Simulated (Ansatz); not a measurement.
**CuRe12: geometry relaxation (part 3 of 3)**

The same run, continued: CuRe12 (defect cell, 13 atoms in the cell); DFT PBEsol, scalar-relativistic, plane waves, PAW, no spin polarisation (Ansatz 0.2.0); cutoff 420 eV, 2×2×2 k-mesh, Fermi–Dirac smearing of 0.15 eV. It belongs to a series of runs on one base structure; here: start relaxed.

Geometry of the input (Å; fractional positions):
```
5.5200  0.0000  0.0000
-4.1400  7.1707  0.0000
0.0000  0.0000  4.4574
Re 0.0000  0.0000  0.0000
Re 0.1667  0.2222  0.5000
Re -0.0000  0.3333  0.0000
Re 0.1667  0.5556  0.5000
Re 0.0000  0.6667  0.0000
Re 0.1667  0.8889  0.5000
Re 0.5000  0.0000  0.0000
Re 0.6667  0.2222  0.5000
Re 0.5000  0.3333  0.0000
Re 0.6667  0.5556  0.5000
Re 0.5000  0.6667  0.0000
Re 0.6667  0.8889  0.5000
Cu 0.3283  0.1021  0.7497
```

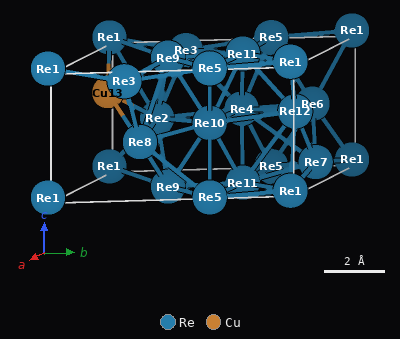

**Figure 1.** The geometry at step 12 of the log (ball-and-stick view of the cell of the calculation, seen slightly off an axis; atoms are numbered from 1 in the order of the input).

Trajectory as extended XYZ, continued:
```
13
Lattice="5.5200 0.0000 0.0000 -4.1400 7.1707 0.0000 0.0000 0.0000 4.4574" Properties=species:S:1:pos:R:3:forces:R:3 step=7 energy=-135428.52189
Re   -0.1340   -0.1487    0.1628   -0.0667  -0.0441   0.1529
Re   -0.1045    1.7059    2.0354   -0.2670   0.2517  -0.1566
Re   -1.3600    2.3249   -0.1283   -0.0101  -0.0987   0.0722
Re   -1.3454    4.0462    2.1943   -0.0232  -0.1097   0.0152
Re   -2.6915    4.7463   -0.0511   -0.0490   0.1062  -0.0796
Re   -2.8693    6.0865    2.0934    0.1541   0.1256   0.0518
Re    2.8819   -0.1565    0.2758   -0.0261  -0.0812   0.1630
Re    2.9175    1.7964    2.0081   -0.0173   0.1795  -0.0815
Re    1.4042    2.6419    0.1130   -0.2228  -0.0459  -0.0035
Re    1.2922    3.9897    2.2733    0.0008  -0.0586   0.0225
Re   -0.0406    4.7255    0.0424    0.1037   0.0355  -0.0607
Re   -0.0273    6.4449    2.3714   -0.0890   0.0033  -0.0479
Cu    1.4664    0.7727    3.3233    0.5127  -0.2635  -0.0476
13
Lattice="5.5200 0.0000 0.0000 -4.1400 7.1707 0.0000 0.0000 0.0000 4.4574" Properties=species:S:1:pos:R:3:forces:R:3 step=8 energy=-135428.56609
Re   -0.1263   -0.1300    0.1221   -0.0820  -0.0468   0.2941
Re   -0.0796    1.6772    2.0592   -0.4044   0.4403  -0.2803
Re   -1.3475    2.3215   -0.1324   -0.0784  -0.1896   0.0487
Re   -1.3487    4.0629    2.2004   -0.0930  -0.2416   0.0457
Re   -2.6899    4.7417   -0.0621   -0.2476   0.2145  -0.2495
Re   -2.9443    6.0728    2.0871    0.3352   0.3042   0.1645
Re    2.8713   -0.1693    0.3355   -0.1508  -0.0717   0.1649
Re    2.9336    1.8404    1.9922   -0.0002   0.4032  -0.1845
Re    1.3985    2.6331    0.1022   -0.3676  -0.0558   0.0457
Re    1.2685    3.9809    2.2759    0.0435  -0.1211   0.1668
Re   -0.0467    4.7242    0.0370    0.2343   0.0608  -0.1446
Re   -0.0538    6.4615    2.3898   -0.0566   0.0307   0.0571
Cu    1.5545    0.7588    3.3071    0.8678  -0.7271  -0.1283
13
Lattice="5.5200 0.0000 0.0000 -4.1400 7.1707 0.0000 0.0000 0.0000 4.4574" Properties=species:S:1:pos:R:3:forces:R:3 step=9 energy=-135428.65193
Re   -0.1093   -0.0942    0.0667   -0.0688  -0.1039   0.6885
Re   -0.0414    1.6409    2.1021   -0.5000   0.6057  -0.6288
Re   -1.3415    2.3159   -0.1455   -0.1321  -0.3359   0.0268
Re   -1.3550    4.0827    2.2073   -0.1904  -0.2286   0.0575
Re   -2.7039    4.7309   -0.0864   -0.4012   0.4300  -0.2409
Re   -3.0457    6.0511    2.0769    0.9300   0.7255   0.3080
Re    2.8573   -0.1893    0.4127   -0.2207  -0.1691   0.2206
Re    2.9569    1.9020    1.9631   -0.0225   0.8272  -0.4308
Re    1.3744    2.6144    0.0925   -0.3039  -0.2695   0.0267
Re    1.2350    3.9692    2.2894    0.0288  -0.1743   0.2545
Re   -0.0558    4.7251    0.0315    0.2913   0.0703  -0.2911
Re   -0.0702    6.4901    2.4239   -0.2930   0.0301   0.1982
Cu    1.6887    0.7368    3.2796    0.8824  -1.4077  -0.1888
13
Lattice="5.5200 0.0000 0.0000 -4.1400 7.1707 0.0000 0.0000 0.0000 4.4574" Properties=species:S:1:pos:R:3:forces:R:3 step=10 energy=-135428.87375
Re   -0.0707   -0.0515    0.0509    0.2064  -0.1983   0.9959
Re    0.0188    1.6295    2.1321   -0.4432   0.1133  -0.7826
Re   -1.3527    2.2666   -0.1875   -0.2303  -0.4039  -0.2830
Re   -1.3690    4.1101    2.2140    0.0714   0.2195  -0.1601
Re   -2.7547    4.7288   -0.1314   -0.0854   0.2644   0.5102
Re   -3.1391    6.0152    2.0802    1.2507   1.3908   0.3418
Re    2.8441   -0.2352    0.5370   -0.4502  -0.0859  -0.2968
Re    2.9665    2.0211    1.9106   -0.2488   0.6926  -0.2827
Re    1.3379    2.5745    0.0578   -0.0914  -0.5476  -0.0863
Re    1.1893    3.9662    2.3073   -0.1486  -0.1750  -0.3038
Re   -0.0715    4.7123   -0.0032    0.0344   0.2914   0.0636
Re   -0.0795    6.5604    2.5071   -0.1377  -0.1712   0.4438
Cu    1.8701    0.6777    3.2391    0.2727  -1.3903  -0.1601
13
Lattice="5.5200 0.0000 0.0000 -4.1400 7.1707 0.0000 0.0000 0.0000 4.4574" Properties=species:S:1:pos:R:3:forces:R:3 step=11 energy=-135429.14887
Re   -0.0193   -0.0501    0.1032    0.2106  -0.2991   0.6450
Re    0.0376    1.6358    2.0950   -0.0821  -0.2870  -0.5248
Re   -1.3877    2.1750   -0.2606   -0.1896  -0.0375  -0.4033
Re   -1.3704    4.1410    2.2223    0.3469   0.5189  -0.0490
Re   -2.7882    4.7021   -0.0965    0.1227   0.0615   0.6822
Re   -3.1474    6.0119    2.1313    0.9983   1.3958   0.3217
Re    2.8487   -0.2693    0.6160   -0.7537   0.0853  -0.5714
Re    2.9459    2.1338    1.8491   -0.5210  -0.3639   0.1317
Re    1.2835    2.5339   -0.0014   -0.1579  -0.3277  -0.2155
Re    1.1643    3.9877    2.2840   -0.4226  -0.3526  -0.4184
Re   -0.0765    4.7156   -0.0204   -0.0294   0.0808   0.2565
Re   -0.0698    6.6255    2.5886    0.5282  -0.3006   0.1958
Cu    1.9689    0.6330    3.2031   -0.0504  -0.1740  -0.0506
13
Lattice="5.5200 0.0000 0.0000 -4.1400 7.1707 0.0000 0.0000 0.0000 4.4574" Properties=species:S:1:pos:R:3:forces:R:3 step=12 energy=-135429.42979
Re    0.0152   -0.1043    0.1865   -0.0438  -0.2300  -0.3675
Re    0.0299    1.6408    2.0009    0.1756   0.0467   0.3065
Re   -1.4310    2.1002   -0.3603    0.0727  -0.0192   0.1748
Re   -1.3592    4.1611    2.2511    0.0670   0.2868   0.3650
Re   -2.8015    4.6566    0.0229    0.0022  -0.1643  -0.1013
Re   -3.0731    6.0518    2.2409    0.1729  -0.0604   0.2788
Re    2.8347   -0.2847    0.6341   -0.3955   0.0099  -0.4850
Re    2.9127    2.1869    1.7760   -0.3025  -0.3292  -0.1802
Re    1.2020    2.5160   -0.0722   -0.0621  -0.1611  -0.2997
Re    1.1555    4.0187    2.2386   -0.2188  -0.1204   0.1540
Re   -0.0752    4.7261   -0.0064   -0.0472  -0.2419  -0.0469
Re   -0.0275    6.6589    2.6159    0.4449  -0.1673  -0.1288
Cu    2.0071    0.6476    3.1858    0.1344   1.1506   0.3304
13
Lattice="5.5200 0.0000 0.0000 -4.1400 7.1707 0.0000 0.0000 0.0000 4.4574" Properties=species:S:1:pos:R:3:forces:R:3 step=13 energy=-135429.39724 accepted=F
Re    0.0342   -0.1909    0.1412   -0.2952   0.2542   0.5063
Re    0.0485    1.6407    1.9449   -0.3172  -0.1593  -0.0218
Re   -1.4008    1.9961   -0.4185   -0.0583   0.4020  -0.2001
Re   -1.3732    4.1664    2.4505   -0.7052  -0.2351  -0.7776
Re   -2.8185    4.5734    0.1525    0.1956   0.4388  -0.2003
Re   -2.9986    6.0726    2.3445    0.0037   0.0243  -0.4532
Re    2.7407   -0.2937    0.5556    0.3313   0.0898  -0.0520
Re    2.8952    2.2796    1.6287    0.5381  -0.5376   0.5968
Re    1.1332    2.4980   -0.1480   -0.1551   0.1248   0.3585
Re    1.1134    4.0739    2.3285    0.9760  -0.5690   0.0240
Re   -0.0863    4.7340    0.1256    0.1403   0.3256   0.1531
Re    0.0135    6.6515    2.5067   -0.4745  -0.2921   0.1217
Cu    2.0884    0.7742    3.1016   -0.1793   0.1338  -0.0552
13
Lattice="5.5200 0.0000 0.0000 -4.1400 7.1707 0.0000 0.0000 0.0000 4.4574" Properties=species:S:1:pos:R:3:forces:R:3 step=15 energy=-135429.56738 accepted=F
Re   -0.0049   -0.1732    0.1372   -0.0665  -0.0324   0.2901
Re    0.0410    1.6153    1.9729   -0.0742   0.1310  -0.1751
Re   -1.3938    2.0325   -0.4346   -0.0356   0.3164   0.3380
Re   -1.3773    4.1506    2.4138   -0.1498   0.0932  -0.3973
Re   -2.8008    4.6004    0.1333    0.0055   0.0646  -0.1848
Re   -2.9998    6.0940    2.3279   -0.1323  -0.1228  -0.1404
Re    2.7299   -0.3126    0.5373    0.3361   0.2156  -0.1507
Re    2.9358    2.2261    1.6318    0.1475  -0.3973   0.2796
Re    1.1318    2.5124   -0.0778   -0.0912   0.1833  -0.1817
Re    1.1644    4.0438    2.3266    0.2195  -0.3483  -0.0049
Re   -0.0737    4.7403    0.1102    0.0987   0.2312   0.1752
Re   -0.0218    6.6405    2.4989   -0.1900  -0.3203   0.1117
Cu    2.0587    0.8057    3.1362   -0.0678  -0.0142   0.0402
13
Lattice="5.5200 0.0000 0.0000 -4.1400 7.1707 0.0000 0.0000 0.0000 4.4574" Properties=species:S:1:pos:R:3:forces:R:3 step=16 energy=-135429.61967
Re   -0.0040   -0.1627    0.1451    0.0173   0.0382  -0.0158
Re    0.0191    1.6229    1.9850    0.0295   0.0145  -0.0174
Re   -1.4051    2.0656   -0.4011    0.0859   0.0427  -0.0294
Re   -1.3695    4.1484    2.3705   -0.0761   0.0143  -0.0546
Re   -2.7866    4.6117    0.0940   -0.0201  -0.0056   0.0811
Re   -3.0078    6.0861    2.2914    0.0309   0.1426   0.1019
Re    2.7678   -0.2959    0.5366   -0.0614  -0.0602  -0.0600
Re    2.9298    2.1958    1.6737   -0.0182  -0.0636   0.0163
Re    1.1415    2.5233   -0.0667   -0.0294  -0.0180  -0.0307
Re    1.1814    4.0276    2.3138   -0.0436  -0.1067  -0.0830
Re   -0.0635    4.7440    0.0910    0.0004  -0.0054   0.0707
Re   -0.0381    6.6214    2.5216    0.1018   0.0549  -0.0306
Cu    2.0246    0.7877    3.1588   -0.0170  -0.0478   0.0514
13
Lattice="5.5200 0.0000 0.0000 -4.1400 7.1707 0.0000 0.0000 0.0000 4.4574" Properties=species:S:1:pos:R:3:forces:R:3 step=17 energy=-135429.62359
Re   -0.0053   -0.1614    0.1485   -0.0145  -0.0322  -0.0168
Re    0.0266    1.6261    1.9806    0.0093  -0.0068   0.0319
Re   -1.3964    2.0707   -0.4073   -0.0183   0.0147   0.0480
Re   -1.3806    4.1497    2.3701    0.0290  -0.0149   0.0167
Re   -2.7933    4.6084    0.1063    0.0297   0.0118  -0.0744
Re   -3.0069    6.0938    2.3068   -0.0266  -0.0465  -0.0610
Re    2.7605   -0.3096    0.5334    0.0288  -0.0320  -0.0050
Re    2.9330    2.1864    1.6658    0.0012  -0.0195  -0.0431
Re    1.1387    2.5240   -0.0709    0.0078   0.0006  -0.0258
Re    1.1793    4.0225    2.3072   -0.0111   0.0454   0.0223
Re   -0.0645    4.7424    0.0928   -0.0216   0.0902   0.0050
Re   -0.0315    6.6303    2.5155   -0.0225  -0.0288   0.0444
Cu    2.0299    0.7925    3.1651    0.0089   0.0179   0.0578
13
Lattice="5.5200 0.0000 0.0000 -4.1400 7.1707 0.0000 0.0000 0.0000 4.4574" Properties=species:S:1:pos:R:3:forces:R:3 step=18 energy=-135429.62477
Re   -0.0049   -0.1613    0.1473   -0.0001  -0.0075   0.0026
Re    0.0275    1.6248    1.9835   -0.0074   0.0068   0.0096
Re   -1.3967    2.0725   -0.4042   -0.0068   0.0026   0.0140
Re   -1.3802    4.1471    2.3676    0.0044   0.0031  -0.0067
Re   -2.7912    4.6095    0.1000   -0.0146  -0.0063  -0.0057
Re   -3.0071    6.0935    2.3027   -0.0034  -0.0126  -0.0161
Re    2.7630   -0.3108    0.5351    0.0118  -0.0125  -0.0133
Re    2.9305    2.1835    1.6672    0.0027   0.0018  -0.0252
Re    1.1384    2.5262   -0.0709   -0.0026   0.0022   0.0001
Re    1.1780    4.0248    2.3057    0.0034  -0.0119   0.0134
Re   -0.0647    4.7460    0.0913    0.0159   0.0115  -0.0123
Re   -0.0322    6.6289    2.5186   -0.0070   0.0108   0.0022
Cu    2.0293    0.7911    3.1700    0.0038   0.0120   0.0374
```

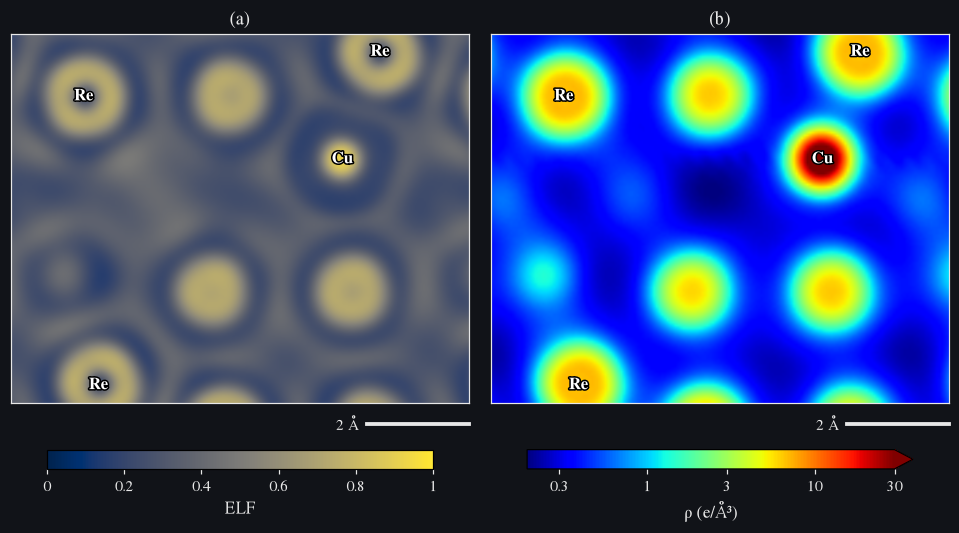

**Figure 2.** (a) ELF; (b) valence charge density (pseudo) on the (101) plane of the calculation cell. The section cuts through Re and Cu sites. Cu–Re (2.24 Å): ρ is about 0.71 e/Å³ halfway; the ELF is about 0.30 at the midpoint; no localised pair between them. Away from the nuclei the density in this plane falls to 0.19 e/Å³ at its lowest. The strong features right at Re and Cu lie inside the PAW spheres (semicore, d or f shells) and say nothing about bonding. Core electrons are frozen (PAW), so the fields are smoothed inside the atomic spheres.
